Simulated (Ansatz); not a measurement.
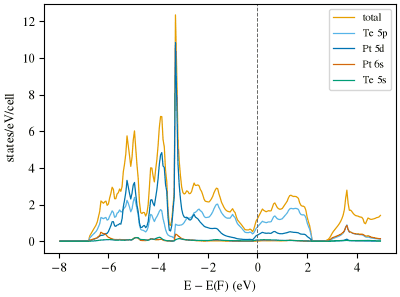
Figure. Total and projected density of states of Te$_{2}$Pt in space group P-3m1 (No. 164; Te on 2d, Pt on 1a), the program Ansatz at the PBE level (PAW)

Problem. Which orbitals carry the states next to the Fermi level?

Solution. Within 0.5 eV of the Fermi level: Te 5p 65 %, Pt 5d 25 %. Projections are on Löwdin-orthogonalised atomic valence shells; empty p or d shells of many metals are not among them.

Problem. Where is the tallest occupied peak in this window, and what makes it?

Solution. Near -3.3 eV, about 12 states/eV per cell; the largest projected share is Pt 5d.

The PBE relaxation kept the symmetry of its start. The run is not spin-polarised. A crystal of weakly bound layers computed without a dispersion correction: the cell and the soft elastic constants depend strongly on that. Scalar-relativistic: spin–orbit coupling is off unless named, which matters more the heavier the elements.

Potentials: the later of the program's two PAW sets.
